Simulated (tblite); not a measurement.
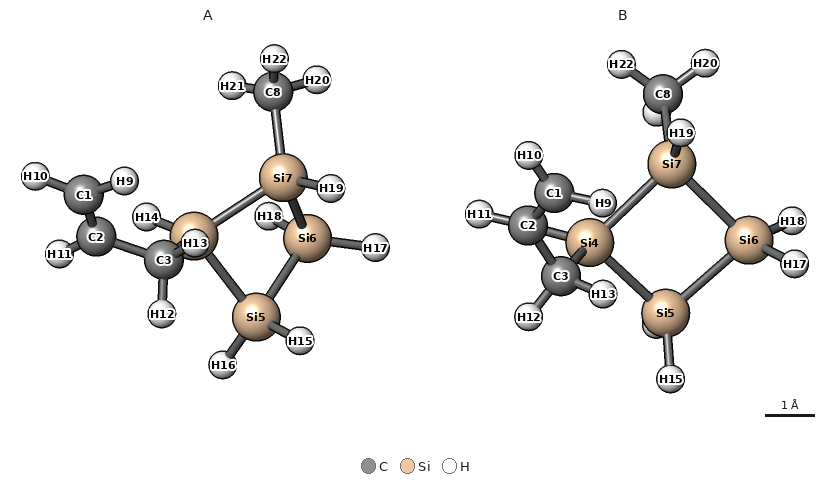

Two geometries of C4H14Si4, drawn at one scale. One is the start of a relaxation, the other its converged end. Style: ball-and-stick. Shown from a free direction.

Level of theory: GFN2-xTB geometry optimisation, gas phase in tblite 0.8.0. 

> Which one is relaxed?

Structure B is the relaxed one. The atom that moves furthest after the best rigid fit is H18 (2.54 Å). Largest moves by element: H 2.54 Å, Si 1.26 Å, C 1.21 Å. Near-neighbour distances that change, for instance: Si5–Si7 3.023 → 3.349 Å, Si4–Si7 2.213 → 2.372 Å, Si5–Si6 2.243 → 2.357 Å, Si6–Si7 2.265 → 2.370 Å. Among the angles between lasting bonds that change: H15–Si5–H16 117.3° → 102.8°, H17–Si6–H18 116.5° → 102.5°, C3–Si4–H14 117.2° → 104.2°. Groups turn about Si4–Si5 by about 50°, C3–Si4 by about 50°, Si6–Si7 by about 45°. The energy falls by 33.6 kcal/mol in 256 geometry steps. Cost: 3.4 s on 1 thread of Arm Neoverse V1 (shared host).
